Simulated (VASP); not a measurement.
# A VASP study of Titanium (optB86b-vdW): structure first, properties next, part 2 of 3

Wanted: the relaxed cell of Titanium and its properties. Left out of this account: 1 further run (phonons: it ended without a result to show). This is not the structure that Ti takes at ambient conditions. The start is a cell from a database of measured crystal structures.

VASP 6.6.1; optB86b-vdW; plane waves and PAW (Ti_sv).

So far. Step 2 (Full relaxation (optB86b-vdW)): It ends with forces that vanish by symmetry and a pressure of -0.01 GPa. The volume lies -5.8 % from that of the database's start, which holds the thermal and zero-point expansion of its experiment. Step 3 (Second relaxation): It ends with forces that vanish by symmetry and a pressure of 0.02 GPa. The volume moved by only 0.15 %, so the volume is settled. The relaxed cell has a = 3.216 Å (conventional setting).

## 4. Density, ELF and potential (optB86b-vdW)

A single point on the relaxed cell gives a clean self-consistent state, with density, ELF and potential written out.

Input file INCAR:

```
SYSTEM = Ti
PREC = Accurate
ENCUT = 400
EDIFF = 1E-06
NELM = 100
ISMEAR = 1
SIGMA = 0.2
LREAL = .FALSE.
ALGO = Normal
GGA = MK
AGGAC = 0
LUSE_VDW = .TRUE.
PARAM1 = 0.1234
PARAM2 = 1
LASPH = .TRUE.
NBANDS = 12
LORBIT = 11
LWAVE = .FALSE.
LCHARG = .TRUE.
ISIF = 2
LELF = .TRUE.
LVHAR = .TRUE.
```

Input file POSCAR:

```
Ti
1.0
   -1.6077865690      1.6077865690      1.6077865690
    1.6077865690     -1.6077865690      1.6077865690
    1.6077865690      1.6077865690     -1.6077865690
Ti
1
Direct
    0.0000000000      0.0000000000      0.0000000000
```

Input file KPOINTS:

```
Automatic mesh
0
Gamma
10 10 10
0 0 0
```

The projector-augmented-wave data sets are Ti_sv (PBE family, release 64).

Started as:

```console
> mpirun -np 2 vasp_std
```

The program printed:

```text
[banner, memory and clock lines left out]
running    2 mpi-ranks, on    1 nodes
 distrk:  each k-point on    2 cores,    1 groups
 distr:  one band on    1 cores,    2 groups

 POSCAR found type information on POSCAR Ti
 POSCAR found :  1 types and       1 ions
 [... a notice as in an earlier step ...]

 [... a notice as in an earlier step ...]

 LDA part: xc-table for (Slater+PW92), standard interpolation
 POSCAR, INCAR and KPOINTS ok, starting setup
 FFT: planning ... GRIDC
 FFT: planning ... GRID_SOFT
 FFT: planning ... GRID
 WAVECAR not read
 entering main loop
       N       E                     dE             d eps       ncg     rms          rms(c)
DAV:   1     0.791639054211E+02    0.79164E+02   -0.55351E+03  1144   0.101E+03
DAV:   2    -0.239343015652E+01   -0.81557E+02   -0.79431E+02  1148   0.270E+02
DAV:   3    -0.579764350050E+01   -0.34042E+01   -0.33476E+01  1512   0.580E+01
DAV:   4    -0.586607932466E+01   -0.68436E-01   -0.68317E-01  1228   0.749E+00
DAV:   5    -0.586796664762E+01   -0.18873E-02   -0.18873E-02  1336   0.109E+00    0.867E+00
DAV:   6    -0.492582908692E+01    0.94214E+00   -0.22023E+00  1204   0.210E+01    0.225E+00
DAV:   7    -0.491767067131E+01    0.81584E-02   -0.75451E-02  1308   0.307E+00    0.125E+00
DAV:   8    -0.492556960802E+01   -0.78989E-02   -0.29540E-02  1184   0.216E+00    0.111E-01
DAV:   9    -0.492584980936E+01   -0.28020E-03   -0.21594E-03  1372   0.464E-01    0.651E-02
DAV:  10    -0.492588293450E+01   -0.33125E-04   -0.15646E-04  1196   0.147E-01    0.101E-02
DAV:  11    -0.492586772183E+01    0.15213E-04   -0.17705E-05  1324   0.652E-02    0.557E-03
DAV:  12    -0.492586757597E+01    0.14585E-06   -0.72117E-07   784   0.115E-02
   1 F= -.49258676E+01 E0= -.49279989E+01  d E =0.639401E-02
```

It took 7 s on 2 MPI ranks of Intel Xeon Platinum 8375C at 2.90GHz (Ice Lake), shared host; peak memory 0.36 GiB; 13 s of CPU time.

From OUTCAR (step 4):

```text
  LATTYP: Found a body centered cubic cell.
 ALAT       =     3.2155731380

The static configuration has the point symmetry O_h .

 Found     47 irreducible k-points:

   NELECT =      12.0000    total number of electrons

 E-fermi :   8.4614

 k-point     1 :       0.0000    0.0000    0.0000
  band No.  band energies     occupation
      1     -47.8066      2.00000
      2     -23.7245      2.00000
      3     -23.7245      2.00000
      4     -23.7245      2.00000
      5       2.5226      2.00000
      6       9.4648     -0.00000
      7       9.4648     -0.00000
      8       9.4648     -0.00000
      9      11.3140     -0.00000
     10      11.3140     -0.00000
    ...

 k-point     2 :       0.1000    0.0000    0.0000
  band No.  band energies     occupation
      1     -47.7915      2.00000
      2     -23.8020      2.00000
      3     -23.7481      2.00000
      4     -23.7250      2.00000
      5       2.8735      2.00000
      6       9.3036     -0.00000
      7       9.4095     -0.00000
      8       9.7256     -0.00000
      9      11.1412     -0.00000
     10      11.3249     -0.00000
    ...

Total vdW correction in eV:      1.9323192

  Total        0.0065818      0.0065818      0.0065818      0.0000000      0.0000000      0.0000000
  in kB        0.6343196      0.6343196      0.6343196      0.0000000      0.0000000      0.0000000
  external PRESSURE =       0.6343196 kB  Pullay stress =       0.0000000 kB

 POSITION                                       TOTAL-FORCE (eV/Angst)
 -----------------------------------------------------------------------------------
      0.00000      0.00000      0.00000        -0.000000     -0.000000      0.000000
 -----------------------------------------------------------------------------------
    total drift:                                0.000000     -0.000000      0.000000

  FREE ENERGIE OF THE ION-ELECTRON SYSTEM (eV)
  ---------------------------------------------------
  free  energy   TOTEN  =        -4.9258675760 eV

  energy  without entropy=       -4.9322615817  energy(sigma->0) =       -4.92799891

Total vdW correction in eV:      1.9323177

[... 8 parts as in an earlier step ...]

[... 5 further parts left out ...]
```

This step gave:

- electronic steps: 12
- pressure: 0.06343 GPa

Valence electrons inside each PAW sphere by angular momentum. Sphere charges, by row:

```
atom  s (e)  p (e)  d (e)  tot (e)
 Ti1  2.248  6.117  1.968    10.33
```

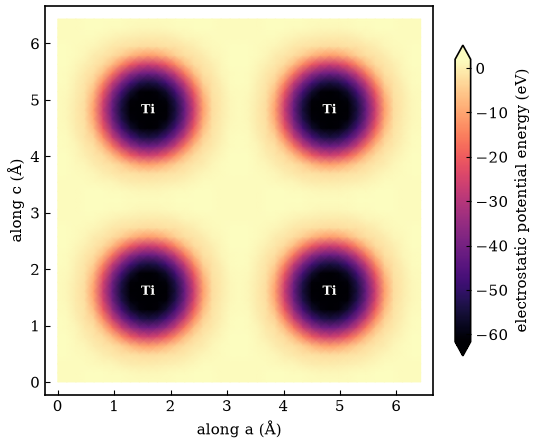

Electrostatic potential energy in the ac plane of the conventional cell at fractional y = 0.000, with atoms of Ti within 0.2 Å of it. With pseudopotentials it is smooth inside the atoms' cores, unlike the true potential. The map starts off the cell's origin, so that atoms lie inside it.

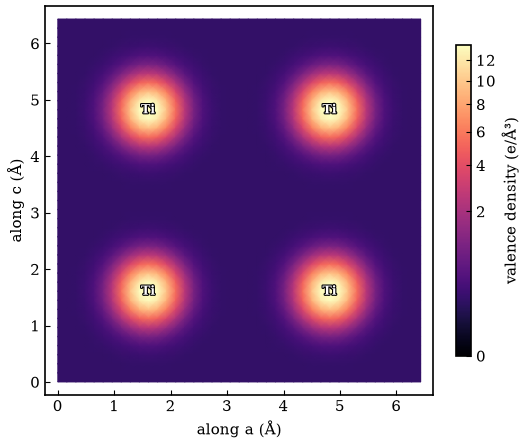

Valence density in the ac plane of the conventional cell at fractional y = 0.000, with atoms of Ti within 0.2 Å of it. It is the smooth field of the valence electrons, not physical close to the nuclei. The map starts off the cell's origin, so that atoms lie inside it. The colour scale is stretched toward low values.

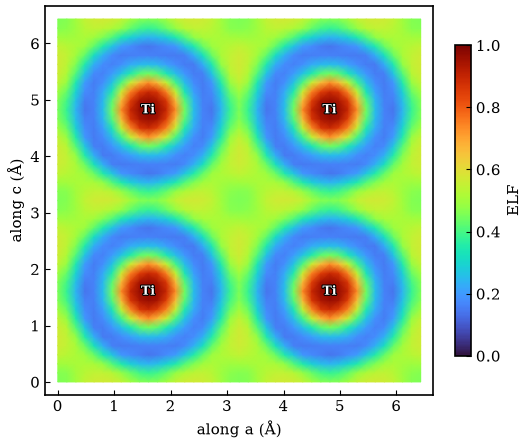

ELF in the ac plane of the conventional cell at fractional y = 0.000, with atoms of Ti within 0.2 Å of it. It is the smooth field of the valence electrons, not physical close to the nuclei. The map starts off the cell's origin, so that atoms lie inside it.

In this run the pressure is 0.06 GPa, small enough to go on.

## 5. Band structure (optB86b-vdW)

Levels along the symmetry lines show where the bands peak and cross; KPOINTS_OPT computes them in the converged potential.

Changes to INCAR since step 4:

```diff
@@ -15,8 +15,6 @@
 LASPH = .TRUE.
-NBANDS = 12
+NBANDS = 17
 LORBIT = 11
 LWAVE = .FALSE.
-LCHARG = .TRUE.
-ISIF = 2
-LELF = .TRUE.
-LVHAR = .TRUE.
+LCHARG = .FALSE.
+KPAR = 2
```

POSCAR is that of step 4.

KPOINTS is that of step 4.

Input file KPOINTS_OPT:

```
Line mode
16
Line-mode
Reciprocal
  0.00000000   0.00000000   0.00000000 GAMMA
  0.50000000  -0.50000000   0.50000000 H

  0.50000000  -0.50000000   0.50000000 H
  0.00000000   0.00000000   0.50000000 N

  0.00000000   0.00000000   0.50000000 N
  0.00000000   0.00000000   0.00000000 GAMMA

  0.00000000   0.00000000   0.00000000 GAMMA
  0.25000000   0.25000000   0.25000000 P

  0.25000000   0.25000000   0.25000000 P
  0.50000000  -0.50000000   0.50000000 H

  0.25000000   0.25000000   0.25000000 P
  0.00000000   0.00000000   0.50000000 N
```

Started as:

```console
> mpirun -np 2 vasp_std
```

The program printed:

```text
[... set-up lines as in an earlier step ...]
 entering main loop
       N       E                     dE             d eps       ncg     rms          rms(c)
DAV:   1     0.815241200020E+02    0.81524E+02   -0.49266E+03  1694   0.724E+02
DAV:   2    -0.278394137540E+01   -0.84308E+02   -0.80567E+02  1721   0.209E+02
DAV:   3    -0.582982075069E+01   -0.30459E+01   -0.30293E+01  1824   0.438E+01
DAV:   4    -0.586755498195E+01   -0.37734E-01   -0.37718E-01  1903   0.455E+00
DAV:   5    -0.586801730229E+01   -0.46232E-03   -0.46231E-03  1795   0.462E-01    0.867E+00
DAV:   6    -0.492417131399E+01    0.94385E+00   -0.11221E+00  1662   0.148E+01    0.219E+00
DAV:   7    -0.491768324883E+01    0.64881E-02   -0.79895E-02  2023   0.232E+00    0.130E+00
DAV:   8    -0.492675224673E+01   -0.90690E-02   -0.43313E-02  1630   0.210E+00    0.253E-01
DAV:   9    -0.492576405005E+01    0.98820E-03   -0.29158E-03  1995   0.619E-01    0.717E-02
DAV:  10    -0.492586922554E+01   -0.10518E-03   -0.21967E-04  1722   0.103E-01    0.990E-03
DAV:  11    -0.492586786117E+01    0.13644E-05   -0.13050E-05  1973   0.263E-02    0.621E-03
DAV:  12    -0.492586802827E+01   -0.16710E-06   -0.11872E-06  1978   0.111E-02
   1 F= -.49258680E+01 E0= -.49279993E+01  d E =0.639392E-02
 Start KPOINTS_OPT (optional k-point list driver)
k-point batch [1-47\96]
       N       E                     dE             ncg
DAV:   1    -0.575402810951E+04   -0.22635E+05     1638
DAV:   2    -0.983501275761E+04   -0.40810E+04     1785
DAV:   3    -0.999870579804E+04   -0.16369E+03     1807
DAV:   4    -0.100010521348E+05   -0.23463E+01     1815
DAV:   5    -0.100010964915E+05   -0.44357E-01     1796
DAV:   6    -0.100010976795E+05   -0.11880E-02     1850
DAV:   7    -0.100010977181E+05   -0.38567E-04     1629
DAV:   8    -0.100010977194E+05   -0.13569E-05     1443
DAV:   9    -0.100010977195E+05   -0.57858E-07      943
[...]
k-point batch [95-96\96]
       N       E                     dE             ncg
DAV:   1     0.198294243420E+05   -0.12385E+04       68
DAV:   2     0.196469788887E+05   -0.18245E+03      100
DAV:   3     0.196401981019E+05   -0.67808E+01       70
DAV:   4     0.196401487120E+05   -0.49390E-01       88
DAV:   5     0.196401482790E+05   -0.43303E-03       70
DAV:   6     0.196401482736E+05   -0.53941E-05       88
DAV:   7     0.196401482735E+05   -0.81985E-07       62
```

Run time: 14 s. Hardware: 2 MPI ranks; peak memory 0.4 GiB.

Parts of OUTCAR (step 5):

```text
   k-points           NKPTS =     47   k-points in BZ     NKDIM =     47   number of bands    NBANDS=     17

   NELECT =      12.0000    total number of electrons

 E-fermi :   8.4616

 k-point     1 :       0.0000    0.0000    0.0000
  band No.  band energies     occupation
      1     -47.8061      2.00000
      2     -23.7240      2.00000
      3     -23.7240      2.00000
      4     -23.7240      2.00000
      5       2.5230      2.00000
      6       9.4650     -0.00000
      7       9.4650     -0.00000
      8       9.4650     -0.00000
      9      11.3143     -0.00000
     10      11.3143     -0.00000
    ...

Total vdW correction in eV:      1.9322872

  Total        0.0014974      0.0014974      0.0014974     -0.0000000     -0.0000000     -0.0000000
  in kB        0.1443135      0.1443135      0.1443135     -0.0000000     -0.0000000     -0.0000000
  external PRESSURE =       0.1443135 kB  Pullay stress =       0.0000000 kB

 POSITION                                       TOTAL-FORCE (eV/Angst)
 -----------------------------------------------------------------------------------
      0.00000      0.00000      0.00000        -0.000000     -0.000000      0.000000
 -----------------------------------------------------------------------------------
    total drift:                                0.000000      0.000000      0.000000

  FREE ENERGIE OF THE ION-ELECTRON SYSTEM (eV)
  ---------------------------------------------------
  free  energy   TOTEN  =        -4.9258680283 eV

  energy  without entropy=       -4.9322619438  energy(sigma->0) =       -4.92799933

Total vdW correction in eV:      1.9323144

[... 7 parts as in an earlier step ...]

[... 9 further parts left out ...]
```

Numbers from this step:

```
bands        : 17
Fermi energy : 8.462 eV
pressure     : 0.01443 GPa
```

The electronic bands at the labelled points (eV, zero at the Fermi level; # counts the bands kept, so #1 is VASP's band 5):

```
    point     #1     #2     #3    #4    #5    #6
        Γ  -5.94   1.00   1.00  1.00  2.85  2.85
        H  -2.26  -2.26   4.10  4.10  4.10  8.78
        N  -2.54  -0.46   1.32  2.85  3.22  4.48
        Γ  -5.94   1.00   1.00  1.00  2.85  2.85
        P  -0.62  -0.62  -0.62  3.28  3.28  9.49
        H  -2.26  -2.26   4.10  4.10  4.10  8.78
jump to P  -0.62  -0.62  -0.62  3.28  3.28  9.49
        N  -2.54  -0.46   1.32  2.85  3.22  4.48
```

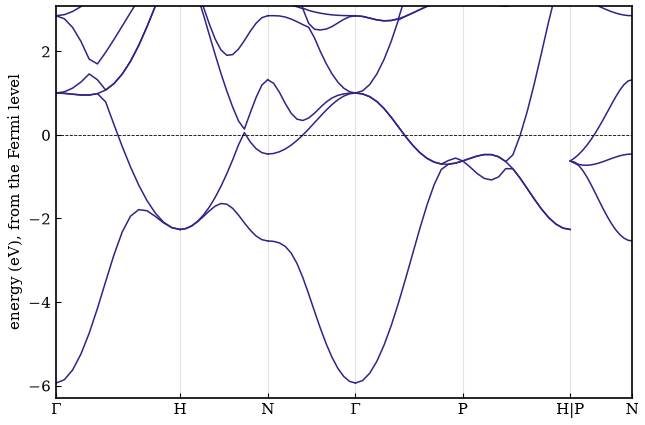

Electronic bands along the path.

There is no gap at this level.

Of the bands kept, 2 cross the Fermi level on this path.

## 6. Total and projected DOS (optB86b-vdW)

Here the states are counted by energy and projected on the atoms. The mesh is finer than in the run before.

Changes to INCAR since step 5:

```diff
@@ -5,3 +5,3 @@
 NELM = 100
-ISMEAR = 1
+ISMEAR = -5
 SIGMA = 0.2
@@ -20 +20,2 @@
 KPAR = 2
+NEDOS = 2001
```

POSCAR is that of step 5.

Input file KPOINTS:

```
Automatic mesh
0
Gamma
14 14 14
0 0 0
```

Started as:

```console
> mpirun -np 2 vasp_std
```

The program printed:

```text
[... set-up lines as in an earlier step ...]
 entering main loop
       N       E                     dE             d eps       ncg     rms          rms(c)
DAV:   1     0.832208697266E+02    0.83221E+02   -0.49334E+03  3600   0.733E+02
DAV:   2    -0.262454625932E+01   -0.85845E+02   -0.82379E+02  3785   0.211E+02
DAV:   3    -0.582388038154E+01   -0.31993E+01   -0.31811E+01  4084   0.443E+01
DAV:   4    -0.586616555904E+01   -0.42285E-01   -0.42286E-01  4124   0.487E+00
DAV:   5    -0.586671964013E+01   -0.55408E-03   -0.55409E-03  4063   0.492E-01    0.866E+00
DAV:   6    -0.492407765550E+01    0.94264E+00   -0.10893E+00  3699   0.148E+01    0.218E+00
DAV:   7    -0.491810100424E+01    0.59767E-02   -0.87052E-02  4503   0.230E+00    0.131E+00
DAV:   8    -0.492736022970E+01   -0.92592E-02   -0.43773E-02  3631   0.211E+00    0.258E-01
DAV:   9    -0.492630509376E+01    0.10551E-02   -0.30616E-03  4335   0.639E-01    0.748E-02
DAV:  10    -0.492642383192E+01   -0.11874E-03   -0.22088E-04  3811   0.104E-01    0.127E-02
DAV:  11    -0.492642350010E+01    0.33181E-06   -0.14311E-05  4224   0.254E-02    0.606E-03
DAV:  12    -0.492642372099E+01   -0.22088E-06   -0.83543E-07  3979   0.104E-02
   1 F= -.49264237E+01 E0= -.49264237E+01  d E =0.000000E+00
 -----------------------------------------------------------------------------
|                                                                             |
|           W    W    AA    RRRRR   N    N  II  N    N   GGGG   !!!           |
|           W    W   A  A   R    R  NN   N  II  NN   N  G    G  !!!           |
|           W    W  A    A  R    R  N N  N  II  N N  N  G       !!!           |
|           W WW W  AAAAAA  RRRRR   N  N N  II  N  N N  G  GGG   !            |
|           WW  WW  A    A  R   R   N   NN  II  N   NN  G    G                |
|           W    W  A    A  R    R  N    N  II  N    N   GGGG   !!!           |
|                                                                             |
|     Tetrahedron method does not include variations of the Fermi             |
|     occupations, so forces and stress will be inaccurate. We suggest        |
|     using a different smearing scheme ISMEAR = 1 or 2 for metals in         |
|     relaxations.                                                            |
|                                                                             |
 -----------------------------------------------------------------------------
```

The job ended after 15 s (2 MPI ranks; peak memory 0.44 GiB).

Parts of OUTCAR (step 6):

```text
   k-points           NKPTS =    104   k-points in BZ     NKDIM =    104   number of bands    NBANDS=     17

   NELECT =      12.0000    total number of electrons

 E-fermi :   8.4576

 k-point     1 :       0.0000    0.0000    0.0000
  band No.  band energies     occupation
      1     -47.8050      2.00000
      2     -23.7230      2.00000
      3     -23.7230      2.00000
      4     -23.7230      2.00000
      5       2.5231      2.00000
      6       9.4659      0.00000
      7       9.4659      0.00000
      8       9.4659      0.00000
      9      11.3149      0.00000
     10      11.3149      0.00000
    ...

Total vdW correction in eV:      1.9323382

  Total        0.0092765      0.0092765      0.0092765      0.0000000      0.0000000     -0.0000000
  in kB        0.8940293      0.8940293      0.8940293      0.0000000      0.0000000     -0.0000000
  external PRESSURE =       0.8940293 kB  Pullay stress =       0.0000000 kB

 POSITION                                       TOTAL-FORCE (eV/Angst)
 -----------------------------------------------------------------------------------
      0.00000      0.00000      0.00000         0.000000      0.000000     -0.000000
 -----------------------------------------------------------------------------------
    total drift:                                0.000000      0.000000      0.000000

  FREE ENERGIE OF THE ION-ELECTRON SYSTEM (eV)
  ---------------------------------------------------
  free  energy   TOTEN  =        -4.9264237210 eV

  energy  without entropy=       -4.9264237210  energy(sigma->0) =       -4.92642372

Total vdW correction in eV:      1.9323606

[... 7 parts as in an earlier step ...]

[... 9 further parts left out ...]
```

With tetrahedra the forces and stress of a metal are not exact derivatives of the energy.

Numbers from this step:

```
irreducible k points   : 104
Fermi energy           : 8.458 eV
pressure               : 0.08940 GPa
DOS at the Fermi level : 1.875 states/eV/cell
```

The density of states has structure finer than the step of the table below, so its rows give means over 2 eV, whole bins alone (the curve runs from -12.0 to 7.93 eV). Peaks (eV: height): total -1.7: 1.72, -0.6: 2.54, 0.3: 2.74, 3.3: 4.80; Ti d -1.7: 0.874, 0.3: 1.74, 3.3: 4.39; Ti p -1.7: 0.0841, -0.6: 0.142, 0.3: 0.190, 6.5: 0.0519; Ti s -2.4: 0.110, 0.3: 0.0165, 3.3: 0.0268.

States under -12.0 eV and over 7.9 eV are left out. Density of states against energy, zero at the Fermi level; means over each step; values in states/eV/cell:

```
energy (eV)   total    Ti d    Ti p     Ti s
         -8       0       0       0        0
         -6  0.0243  8.6e-5  6.0e-4  0.00790
         -4   0.178  0.0119  0.0122   0.0454
         -2   0.900   0.399  0.0473   0.0704
          0    1.76    1.15   0.103  0.00705
          2    1.27    1.10  0.0152  0.00555
          4    1.42    1.25  0.0309   0.0141
          6   0.352   0.214  0.0492   0.0103
```

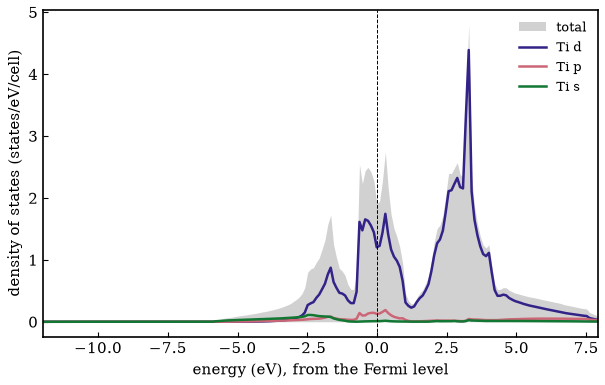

Density of states, plotted against energy.

The finer mesh and the other smearing move the Fermi level by -0.00 eV from the 10×10×10 run, a small shift, which tests the Fermi level alone. Of the states within 0.3 eV of the Fermi level, the largest shares in the PAW spheres are Ti d 63 % and Ti p 7 %. The rest lies in smaller channels or between the spheres.

[end of part 2 of 3]

[Lines on the potential files, build, host, timing and source positions are cut from VASP's logs without a mark.]

[Logs are printed without paths, hosts, clocks, repeated set-up lines and the standing remarks that a program may print on its own settings, such as how far it seeks lower states.]

[Hosts, paths, dates, database ids (printed as entryN), source tags and the programs' standing remarks are cut or masked in the printed files.]

[A measured line is paired with the nearest computed mode of its activity, which favours agreement.]
